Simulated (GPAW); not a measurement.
# B K-edge XANES of TiB2 (P6/mmm)

How does the B K edge of TiB2 (P6/mmm) move when the bonds are compressed or stretched?

Calculated with GPAW 26.7.0; X-ray absorption from dipole matrix elements to empty bands, plane-wave PAW PBE.

### 1. Set-up

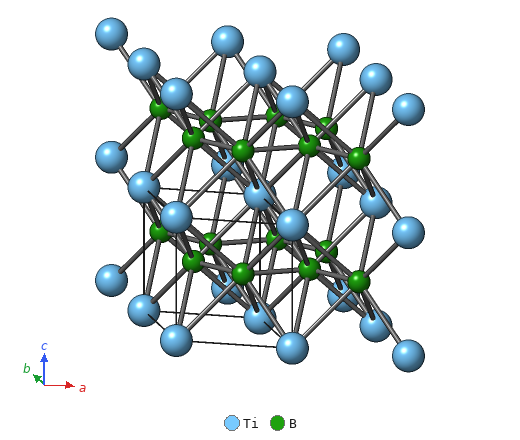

The starting structure, seen slightly off an axis (titanium blue, boron green). 2×2×2 cells are drawn. Some periodic images of atoms are drawn too.

As a file:

```cif
data_structure
_symmetry_space_group_name_H-M 'P6/mmm'
_symmetry_Int_Tables_number 191
_cell_length_a 3.0292
_cell_length_b 3.0292
_cell_length_c 3.2284
_cell_angle_alpha 90.000
_cell_angle_beta 90.000
_cell_angle_gamma 120.000
_cell_volume 25.66
loop_
_atom_site_label
_atom_site_type_symbol
_atom_site_symmetry_multiplicity
_atom_site_Wyckoff_symbol
_atom_site_fract_x
_atom_site_fract_y
_atom_site_fract_z
_atom_site_occupancy
Ti1 Ti 1 a 0.00000 0.00000 0.00000 1
B1 B 2 d 0.66667 0.33333 0.50000 1
```

### 2. The field without a hole

The ground state comes first: it tells whether the system has a gap, which decides how the excited electron is treated.

The input, scf.py:

```python
import numpy as np
from ase import Atoms
from ase.parallel import parprint, paropen
from gpaw import GPAW, PW, FermiDirac, Mixer, MixerDif, setup_paths
from gpaw.test import gen
setup_paths.insert(0, '.')
gen('B', name='nch1s', xcname='PBE', corehole=(1, 0, 0), write_xml=True)
from gpaw.mpi import world
world.barrier()

atoms = Atoms('TiB2',
    cell=[[3.0292, 0, 0],
     [-1.5146, 2.62336415, 0],
     [0, 0, 3.2284]],
    scaled_positions=[[0, 0, 0],
     [0.66666667, 0.33333333, 0.5],
     [0.33333333, 0.66666667, 0.5]],
    pbc=True)
atoms.calc = calc = GPAW(legacy_gpaw=True, mode=PW(430, force_complex_dtype=True), xc='PBE', setups={1: 'nch1s'},
    kpts={'size': (9, 9, 8), 'gamma': True}, occupations=FermiDirac(0.05),
    charge=0, mixer=Mixer(0.1, 5, 50), maxiter=150,
    convergence={'density': 0.0001, 'eigenstates': 1e-6}, txt='scf.txt')
energy = atoms.get_potential_energy() + calc.get_reference_energy()
ef = calc.get_fermi_level()
out = dict(energy=energy, fermi=ef, forces=atoms.get_forces().tolist())
parprint(f'all-electron energy {energy:.4f} eV, Fermi level {ef:.4f} eV')
ev = np.array([[calc.get_eigenvalues(k, s) for k in range(len(calc.get_ibz_k_points()))] for s in range(calc.get_number_of_spins())])
out['homo'], out['lumo'], out['counts'] = ev[ev < ef].max(), ev[ev > ef].min(), sorted(set((ev < ef).sum((0, 2)).tolist()))
out['filled'] = (ev[:, 0] < ef).sum(1).tolist()
import json
with paropen('out.json', 'w') as f:
    json.dump(out, f)
```

Run with:

```
$ OMP_NUM_THREADS=1 mpirun -n 4 gpaw python scf.py
```

Numbers of over 12 decimals in the logs are rounded to 6 here.

The log of the run:

```text
Input parameters:
  convergence: {density: 0.0001,
                eigenstates: 1e-06}
  kpts: {gamma: True,
         size: (9, 9, 8)}
  maxiter: 150
  mixer: {backend: pulay,
          beta: 0.1,
          method: separate,
          nmaxold: 5,
          weight: 50}
  mode: {ecut: 430.0,
         force_complex_dtype: True,
         name: pw}
  occupations: {fixmagmom: False,
                name: fermi-dirac,
                width: 0.05}
  setups: {1: nch1s}
  xc: PBE

Initialize ...

[... PAW data sets ...]

Reference energy: -24562.993480  # eV

Spin-paired calculation

[... convergence settings ...]
Symmetries present (total): 4
  [... symmetry matrices ...]

648 k-points: 9 x 9 x 8 Monkhorst-Pack grid + [0.000000,0.000000,1/16]
125 k-points in the irreducible part of the Brillouin zone
       k-points in crystal coordinates                weights
   0:     0.00000000    0.00000000    0.00000000          1/648
   1:     0.00000000    0.00000000    0.12500000          2/648
   2:     0.00000000    0.00000000    0.25000000          2/648
   3:     0.00000000    0.00000000    0.37500000          2/648
   4:     0.00000000    0.00000000    0.50000000          1/648
   5:     0.00000000    0.11111111    0.00000000          2/648
   6:     0.00000000    0.11111111    0.12500000          4/648
   7:     0.00000000    0.11111111    0.25000000          4/648
   8:     0.00000000    0.11111111    0.37500000          4/648
   9:     0.00000000    0.11111111    0.50000000          2/648
          ...
 124:     0.44444444    0.44444444    0.50000000          4/648

Wave functions: Plane wave expansion
  Cutoff energy: 430.000 eV
  Number of coefficients (min, max): 490, 551
  Pulay-stress correction: 0.000000 eV/Ang^3 (de/decut=0.000000)
  Using FFTW library
  Wavefunction extrapolation:
    Improved wavefunction reuse through dual PAW basis

Occupation numbers: Fermi-Dirac:
  width: 0.0500  # eV

Eigensolver
   Davidson(niter=2)

Densities:
  Coarse grid: 15*15*16 grid
  Fine grid: 30*30*32 grid
  Total Charge: 0.000000

Density mixing:
  Method: separate
  Backend: pulay
  Linear mixing parameter: 0.1
  old densities: 5
  Width of damping distribution: 1.1
  Damping of long wavelength oscillations: 50

[... Hamiltonian set-up ...]
Number of atoms: 3
Number of atomic orbitals: 21
Number of bands in calculation: 15
Number of valence electrons: 18
Bands to converge: occupied

... initialized

Initializing position-dependent things.

Density initialized from atomic densities
Creating initial wave functions:
  15 bands from LCAO basis set

         B  B

       Ti

Atomic positions and initial magnetic moments

Positions:
   0 Ti     0.000000    0.000000    0.000000    ( 0.0000,  0.0000,  0.0000)
   1 B      1.514600    0.874455    1.614200    ( 0.0000,  0.0000,  0.0000)
   2 B     -0.000000    1.748909    1.614200    ( 0.0000,  0.0000,  0.0000)

Unit cell:
           periodic     x           y           z      points  spacing
  1. axis:    yes    3.029200    0.000000    0.000000    15     0.1749
  2. axis:    yes   -1.514600    2.623364    0.000000    15     0.1749
  3. axis:    yes    0.000000    0.000000    3.228400    16     0.2018

  Lengths:   3.029200   3.029200   3.228400
  Angles:   90.000000  90.000000 120.000000

Effective grid spacing dv^(1/3) = 0.1924

iter:   1   -24.918204
iter:   2   -23.929024   -1.39  -1.03
iter:   3   -23.141488   -0.83  -1.17
iter:   4   -23.186121   -2.30  -1.67
iter:   5   -23.172459   -1.98  -1.59
iter:   6   -23.167763   -3.14  -2.46
iter:   7   -23.167582c  -3.75  -2.63
iter:   8   -23.166727c  -3.55  -2.69
iter:   9   -23.166651c  -4.88  -3.19
iter:  10   -23.166670c  -5.18  -3.46
iter:  11   -23.166655c  -5.56  -3.73
iter:  12   -23.166655c  -6.43c -4.18c

Converged after 12 iterations.

Dipole moment: (-0.000000, 0.000000, -0.000000) |e|*Ang

Energy contributions relative to reference atoms: (reference = -24562.993480)

Kinetic:        +21.131385
Potential:      -19.164027
External:        +0.000000
XC:             -25.161373
Entropy (-ST):   -0.004328
Local:           +0.029523
SIC:             +0.000000
--------------------------
Free energy:    -23.168819
Extrapolated:   -23.166655

Showing only first 2 kpts
 Kpt  Band  Eigenvalues  Occupancy
  0     7      9.13247    2.00000
  0     8      9.36685    2.00000
  0     9     13.38311    0.00000
  0    10     13.38311    0.00000

  1     7      9.03525    2.00000
  1     8     10.67752    2.00000
  1     9     12.90635    0.00000
  1    10     12.90648    0.00000

Fermi level: 11.45307

No gap
No difference between direct/indirect transitions

Forces in eV/Ang:
  0 Ti    0.00000    0.00000    0.00000
  1 B     0.00000    0.00000    0.00000
  2 B     0.00000   -0.00000    0.00000
Scalar-relativistic atomic PBE calculation for B (Boron, Z=5)
Core hole in 1s state (1s occupation: 2.0)
300 radial gridpoints.
|------------------------------------------------|
|------------------------------------------------|
[... the atom generator's iteration count ...]

Energy contributions:
-------------------------
Kinetic:      +24.518211
XC:            -3.799311
Potential:    -45.322190
-------------------------
Total:        -24.603290

state      eigenvalue         ekin         rmax
-----------------------------------------------
1s^2.0 :    -6.636470    10.846863        0.210
2s^2.0 :    -0.347030     1.046423        1.517
2p^1.0 :    -0.132526     0.731638        1.578
-----------------------------------------------
(units: Bohr and Hartree)

Generating PAW setup
Kinetic energy of the core from tauc = 21.700730
Cutoffs:
rc(s)=1.200
rc(p)=1.200
rc(d)=1.200
rc(vbar)=1.080
rc(comp)=1.200
rc(nct)=1.200

Kinetic energy of the core states: 21.693726
Charge: 0.0
Core electrons: 2.0
Valence electrons: 3.0
Pseudo-core charge: 0.111564
Shape function alpha=6.944
Pseudo-electron charge 3.104757
state    eigenvalue         norm
--------------------------------
2s(2) :    -0.347030     1.005232
*s    :     0.652970
2p(1) :    -0.132526     0.982729
*p    :     0.867474
*d    :     0.000000
--------------------------------

Diagonalizing with gridspacing h=0.050

state   all-electron     PAW
-------------------------------
2s:      -0.347030    -0.347449
2p:      -0.132526    -0.132867
*d:                    0.040435
*f:                    0.071313
-------------------------------
all-electron energy -24586.1601 eV, Fermi level 11.4531 eV
```

Wall time 7.9 s (4 MPI ranks of Intel Xeon Platinum 8488C (Sapphire Rapids), shared host); peak memory 0.17 GiB; 30 s of CPU time.

The mesh shows no gap, so the system is treated as a metal and the core electron is put at the Fermi level (neutral cell).

### 3. Reference energy of the supercell

The photon energy needs a difference of total energies, so the cell and mesh of the coming hole run are first run without a hole.

Edit scf.py of step 2 so:

```diff
@@ -10,12 +10,27 @@
 
-atoms = Atoms('TiB2',
-    cell=[[3.0292, 0, 0],
-     [-1.5146, 2.62336415, 0],
-     [0, 0, 3.2284]],
+atoms = Atoms('Ti6B12',
+    cell=[[0, 5.24672831, 0],
+     [-4.5438, -2.62336415, 0],
+     [0, 0, 6.4568]],
     scaled_positions=[[0, 0, 0],
+     [0.33333333, 0.66666667, 0],
+     [0, 0, 0.5],
+     [0.66666667, 0.33333333, 0],
+     [0.33333333, 0.66666667, 0.5],
      [0.66666667, 0.33333333, 0.5],
-     [0.33333333, 0.66666667, 0.5]],
+     [0, 0.66666667, 0.25],
+     [0.33333333, 0.33333333, 0.25],
+     [0, 0.66666667, 0.75],
+     [0.66666667, 0, 0.25],
+     [0.33333333, 0.33333333, 0.75],
+     [0.66666667, 0, 0.75],
+     [0.33333333, 0, 0.25],
+     [0.66666667, 0.66666667, 0.25],
+     [0.33333333, 0, 0.75],
+     [0, 0.33333333, 0.25],
+     [0.66666667, 0.66666667, 0.75],
+     [0, 0.33333333, 0.75]],
     pbc=True)
-atoms.calc = calc = GPAW(legacy_gpaw=True, mode=PW(430, force_complex_dtype=True), xc='PBE', setups={1: 'nch1s'},
-    kpts={'size': (9, 9, 8), 'gamma': True}, occupations=FermiDirac(0.05),
+atoms.calc = calc = GPAW(legacy_gpaw=True, mode=PW(430, force_complex_dtype=True), xc='PBE', setups={6: 'nch1s'},
+    kpts={'size': (5, 5, 4), 'gamma': True}, occupations=FermiDirac(0.1),
     charge=0, mixer=Mixer(0.1, 5, 50), maxiter=150,
```

The log of the run:

```text
Input parameters:
  convergence: {density: 0.0001,
                eigenstates: 1e-06}
  kpts: {gamma: True,
         size: (5, 5, 4)}
  maxiter: 150
  mixer: {backend: pulay,
          beta: 0.1,
          method: separate,
          nmaxold: 5,
          weight: 50}
  mode: {ecut: 430.0,
         force_complex_dtype: True,
         name: pw}
  occupations: {fixmagmom: False,
                name: fermi-dirac,
[...]
2s(2) :    -0.347030     1.005232
*s    :     0.652970
2p(1) :    -0.132526     0.982729
*p    :     0.867474
*d    :     0.000000
--------------------------------

Diagonalizing with gridspacing h=0.050

state   all-electron     PAW
-------------------------------
2s:      -0.347030    -0.347449
2p:      -0.132526    -0.132867
*d:                    0.040435
*f:                    0.071313
-------------------------------
all-electron energy -147516.9534 eV, Fermi level 11.4408 eV
[key lines of the parts left out:]
Converged after 16 iterations.
Dipole moment: (-0.000000, -0.000000, 0.000073) |e|*Ang
Free energy:   -139.040852
Fermi level: 11.44081
```

Elapsed: 60 s, on 4 MPI ranks; peak memory 0.33 GiB; 3.9 min of CPU time.

Reference energy: -147516.953 eV with the cores included.

(Part 1 of 4 ends here.)

[Banner, clock and machine lines of the logs are left out without a mark of their own.]

[Logs are printed without paths, hosts, clocks, repeated set-up lines and the standing remarks that a program may print on its own settings, such as how far it seeks lower states.]

[Hosts, paths, dates, database ids (printed as entryN), source tags and the programs' standing remarks are cut or masked in the printed files.]

[Lists of maxima count a maximum above −3 eV only where it reaches 4 % of the highest in the window and stands out from its surroundings by 2 % of it (1.5 % where it reaches 55 %); shoulders and weaker maxima are passed over, and of the rest the first, up to two pre-edge ones and the few strongest are named.]
